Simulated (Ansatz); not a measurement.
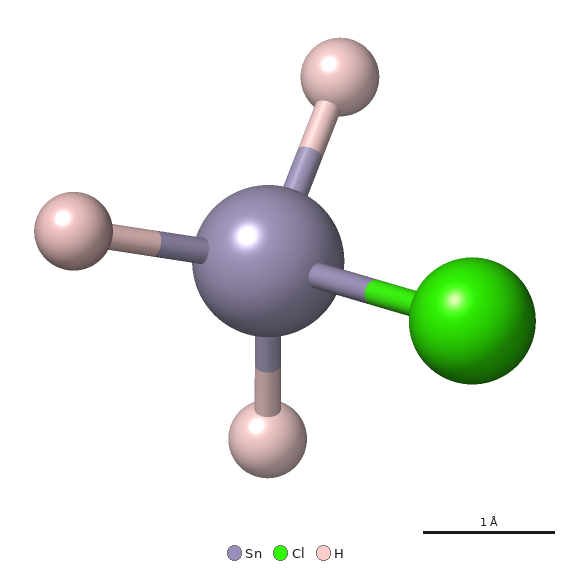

Ball-and-stick drawing of a structure. Every bond is drawn as one stick, whatever its order.

Computed geometry: PBE0-D4/def2-TZVP optimisation.

> Give the formula.

ClH3Sn, 5 atoms: 1 chlorine, 3 hydrogen and 1 tin.

> What is the point group of this geometry?

C3v.

> How many sets of symmetry-equivalent atoms are there?

3: 1 Sn, 1 Cl, 3 H.

The parts below concern this one geometry. Atoms keep their numbers from picture to picture.

**Shape**

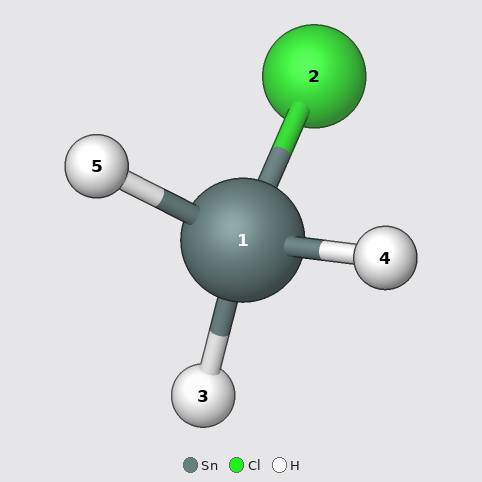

Numbered structure.

> Describe the coordination of atom 1.

Sn1 has 4 neighbours (Cl2 at 2.33, H3 at 1.70, H4 at 1.70, H5 at 1.70 Å); the arrangement is tetrahedral.

**Vibrations**

Harmonic vibrations computed with RKS PBE0-D4/def2-TZVP, core potentials on Sn (Ansatz 0.2.0) at a stationary point of the same level.

> List the wavenumbers.

9 modes: 371, 488, 488, 702, 705, 705, 1971, 1979, 1979 cm⁻¹.

**Electronic properties**

Properties computed with RKS PBE0-D4/def2-TZVPP, core potentials on Sn (Ansatz 0.2.0).

Predict the main results.

- HOMO energy (Kohn–Sham orbital): −8.63 eV
- LUMO energy (Kohn–Sham orbital): −0.87 eV
- HOMO–LUMO gap: 7.76 eV

**Charges**

The questions are on Mulliken charges. Method: RKS PBE0-D4/def2-TZVP, core potentials on Sn (Ansatz 0.2.0).

Give the Mulliken charges atom by atom.

| atom | value (e) |
| --- | --- |
| Sn1 | 0.51 |
| Cl2 | −0.40 |
| H3 | −0.04 |
| H4 | −0.04 |
| H5 | −0.04 |

Mulliken values depend strongly on the basis set and can even reverse the polarity of a bond.
